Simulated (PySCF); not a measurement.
Run report: C₃H₁₀O₂Si, excited-state calculation

- system: C₃H₁₀O₂Si, SMILES CO[SiH](C)OC
- method: TDDFT PBE0/def2-TZVP, vertical, gas phase, core orbitals frozen in the response (PySCF 2.14.0)

The geometry comes from this level: PBE0-D3(BJ)/def2-SVP.

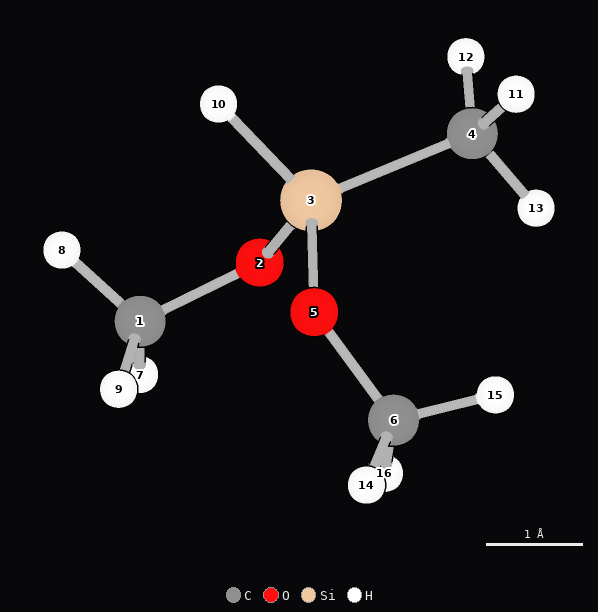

The structure as given in the input (ball-and-stick view, seen at a tilt; atoms are numbered from 1 in the order of the input). Bond lengths as drawn: C–H 1.10 to 1.11 Å, C–O 1.40 Å, C–Si 1.86 Å, H–Si 1.49 Å and O–Si 1.66 to 1.67 Å.

**The input**
```
{"job": {"kind": "uv", "xc": "PBE0", "basis": "def2-TZVP"}, "charge": 0, "multiplicity": 1}
C     -2.066534    -0.958510    -0.795297
O     -1.238181     0.163245    -0.660027
Si    -0.293175     0.461896     0.676752
C      0.564398     2.075606     0.340073
O      0.778108    -0.789709     0.917733
C      1.794760    -1.131050     0.017005
H     -2.378380    -1.048033    -1.847580
H     -2.978934    -0.869137    -0.177745
H     -1.553346    -1.894485    -0.509737
H     -1.116861     0.468193     1.916976
H      1.255098     2.332989     1.157363
H     -0.171179     2.888027     0.238828
H      1.137853     2.024118    -0.598300
H      2.254301    -2.077862     0.340200
H      2.591106    -0.364878    -0.017452
H      1.413539    -1.270860    -1.010943
```

The first line tells a small driver script what to run in PySCF; the rest is the geometry in Å.

Machine: 1 CPU thread, shared host.

**Log**
```
coarse grid: 13256 points
cycle   1  E = -559.9020574862  dE =  4.630e-01  |g| = 9.116e-01  |ddm| = 2.771e+00
cycle   2  E = -559.6896090697  dE =  2.124e-01  |g| = 1.410e+00  |ddm| = 1.607e+00
cycle   3  E = -560.0508705114  dE = -3.613e-01  |g| = 1.074e-01  |ddm| = 1.133e+00
cycle   4  E = -560.0527495165  dE = -1.879e-03  |g| = 4.645e-02  |ddm| = 8.443e-02
cycle   5  E = -560.0532582801  dE = -5.088e-04  |g| = 6.832e-03  |ddm| = 3.214e-02
cycle   6  E = -560.0532677718  dE = -9.492e-06  |g| = 1.550e-03  |ddm| = 5.406e-03
final grid: 121688 points
cycle   7  E = -560.0449536828  dE = -4.959e-05  |g| = 1.129e-02  |ddm| = 4.211e-02
cycle   8  E = -560.0449307579  dE =  2.292e-05  |g| = 1.598e-02  |ddm| = 1.305e-02
cycle   9  E = -560.0449767085  dE = -4.595e-05  |g| = 1.456e-03  |ddm| = 8.381e-03
cycle  10  E = -560.0449771260  dE = -4.175e-07  |g| = 1.904e-04  |ddm| = 1.043e-03
cycle  11  E = -560.0449771331  dE = -7.013e-09  |g| = 8.821e-05  |ddm| = 1.553e-04
cycle  12  E = -560.0449771344  dE = -1.308e-09  |g| = 2.819e-05  |ddm| = 6.668e-05
cycle  13  E = -560.0449771345  dE = -1.315e-10  |g| = 4.522e-06  |ddm| = 1.807e-05
```

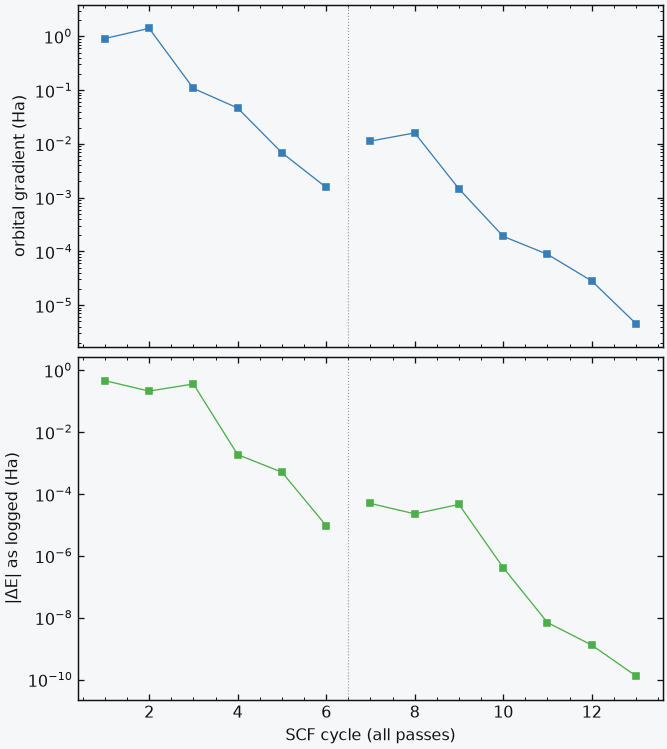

Convergence of the self-consistent field: orbital gradient and size of the energy change against the SCF cycle. The dotted line marks the change from a coarse to the final integration grid. The first 6 cycles use a coarse grid, the final grid takes over at cycle 7, and the field converges after 13 cycles in all.

```
converged SCF energy = -560.0449771345

Static polarisability (au): isotropic 67.720, principal 60.884 69.051 73.223

Singlet excitations
state   eV       nm        f      main configurations
  1   7.8703    157.5   0.00218   H->L 0.60, H->L+1 0.26
  2   7.9940    155.1   0.00567   H-1->L 0.41, H->L+1 0.17, H-1->L+1 0.17
  3   8.1062    152.9   0.00766   H->L+2 0.35, H->L+1 0.32, H->L 0.19
  4   8.1926    151.3   0.00170   H-2->L 0.58, H-2->L+1 0.32
  5   8.2416    150.4   0.02953   H->L+2 0.42, H-1->L+1 0.26, H->L+1 0.17
  6   8.2954    149.5   0.00413   H-1->L+1 0.35, H-1->L 0.29, H-2->L+1 0.14
  7   8.3425    148.6   0.01391   H-1->L+2 0.47, H-2->L+1 0.25, H-2->L 0.14
  8   8.3867    147.8   0.01114   H-2->L+2 0.85
  9   8.5000    145.9   0.06279   H-1->L+2 0.33, H-2->L 0.15, H-1->L 0.12
 10   8.8571    140.0   0.08725   H->L+3 0.70, H-1->L+3 0.14

Triplet excitations (Tamm-Dancoff, eV): 7.5778 7.6592 7.8060 7.8907
```

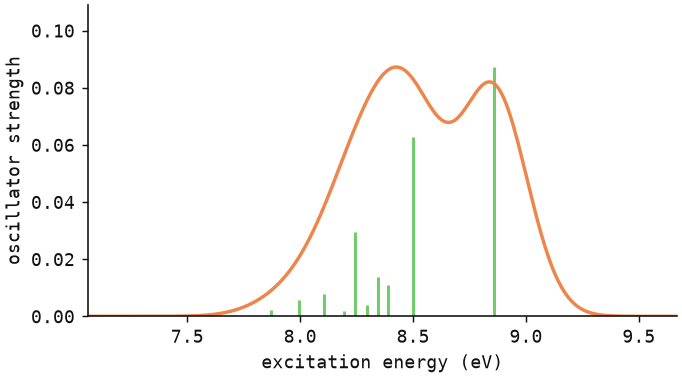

Computed excitations as sticks (degenerate states added up, dark ones marked on the axis), with a Gaussian envelope of 0.35 eV full width at half maximum, scaled to the tallest. Of the 10 states the lowest lies at 7.87 eV (f = 0.002); the strongest line is at 8.86 eV, or 140 nm (f = 0.087).

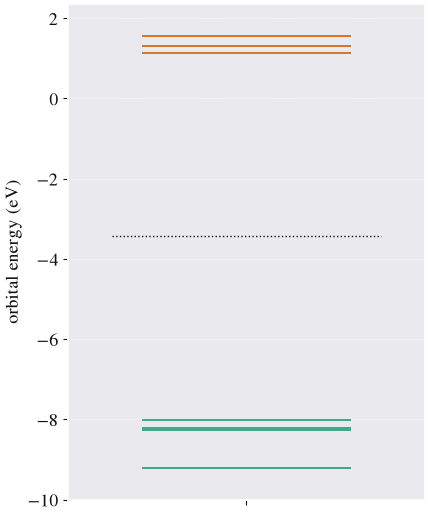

Orbital energies near the frontier; the dotted line parts filled from empty levels, and levels within 0.02 eV of each other stand side by side. Highest filled −8.01 eV, lowest empty 1.14 eV, 9.15 eV apart.

**Results in brief**

- outcome: converged
- total energy: −560.044977 hartree
- HOMO: −8.01 eV
- LUMO: 1.14 eV
- dipole moment: 0.80 D
- mean polarisability: 67.72 a.u.
- lowest singlet excitation: 7.87 eV
- wall time: 38 s
- peak memory: 1.1 GiB
